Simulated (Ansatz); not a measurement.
C$_{2}$H$_{6}$Ge$_{2}$ (SMILES [GeH3][C]#[C][GeH3])

The calculation's input:

```
crystal:
  periodic: [false, false, false]
  atoms:
    - {symbol: Ge, position_ang: [0.992876, 2.283295, -0.270354]}
    - {symbol: C, position_ang: [0.245565, 0.548899, -0.065389]}
    - {symbol: C, position_ang: [-0.230791, -0.558383, 0.065586]}
    - {symbol: Ge, position_ang: [-0.976246, -2.293530, 0.270955]}
    - {symbol: H, position_ang: [0.193000, 3.041495, -1.336350]}
    - {symbol: H, position_ang: [0.911492, 3.016532, 1.073805]}
    - {symbol: H, position_ang: [2.455486, 2.140478, -0.707853]}
    - {symbol: H, position_ang: [-1.864028, -2.594961, -0.942306]}
    - {symbol: H, position_ang: [-1.810092, -2.322202, 1.557383]}
    - {symbol: H, position_ang: [0.165938, -3.312821, 0.357525]}
basis:
  gaussian: {orbitals: def2-TZVPP}
hamiltonian: {xc: pbe0, dispersion: d4}
output: {orbitals: {seedname: orbitals}}
```

Command:

```sh
ansatz run in.yaml --threads 4 --pin off --events-out ev --progress --plain --max-ram 10444MiB
```

Geometry: PBE0-D4/def2-TZVP.

Method: Ansatz, RKS PBE0-D4/def2-TZVPP.

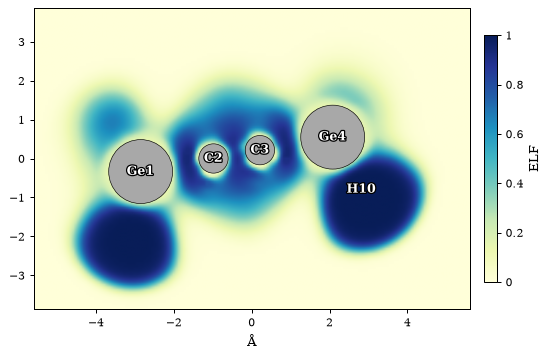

Figure 1. Electron localisation function on the plane of atoms C3, Ge4 and H10. Grey discs cover the atomic cores.

What do the fields say about this system?

Answer.
- Atoms in the plane: Ge, C and H.
- C–C (1.21 Å): the ELF peaks at about 0.85 between the atoms (a multiple bond).
- C–Ge (1.90 Å): the ELF peaks at about 0.95 in the valence shell of C, 0.7 Å from its nucleus, and is about 0.60 at the midpoint.
- Ge–H (1.53 Å): the ELF climbs to about 1 towards the hydrogen.

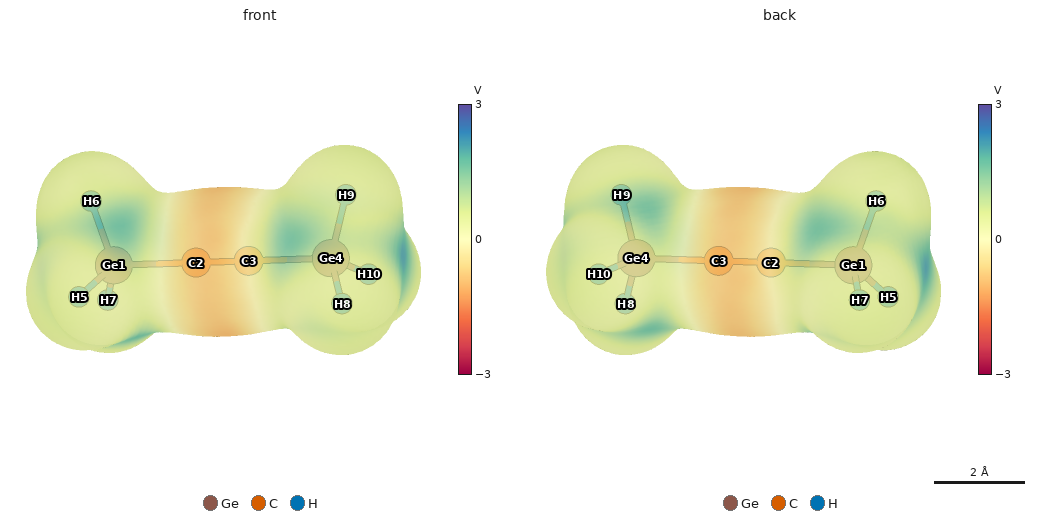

Figure 2. The molecular electrostatic potential painted on the density surface at 0.004 e/bohr³, seen from the front and from behind; the colour scale runs from red (negative) to blue (positive).

Describe the electrostatic potential map.

Answer. The most negative region (about −0.9 V, or −21 kcal/mol for a unit charge) lies over C2 and C3, the most positive (about +2.1 V, or +48 kcal/mol for a unit charge) over Ge1 and Ge4.

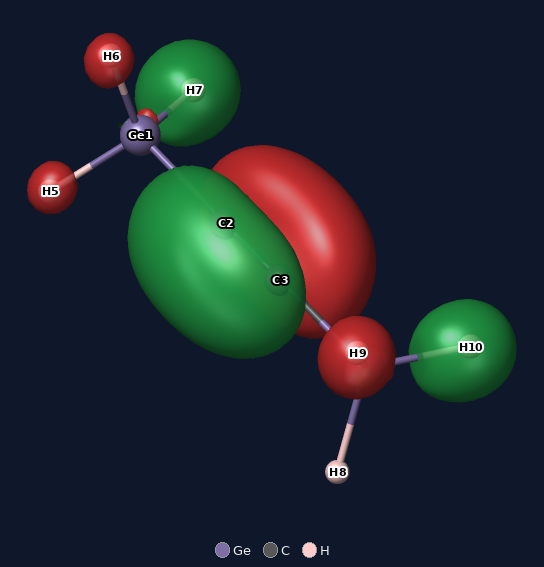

Figure 3. The HOMO at ±0.1 Å⁻³ᐟ² (green and red are the two phases), seen at an oblique angle.

Describe this orbital and give its energy.

Answer. Its weight (Hirshfeld) is mainly on C2 (about 35 %), C3 (about 35 %), Ge1 (about 5 %) and Ge4 (about 5 %); π-bonding across C2–C3. It is one of a degenerate set, so its orientation is arbitrary. Its energy is −7.97 eV.
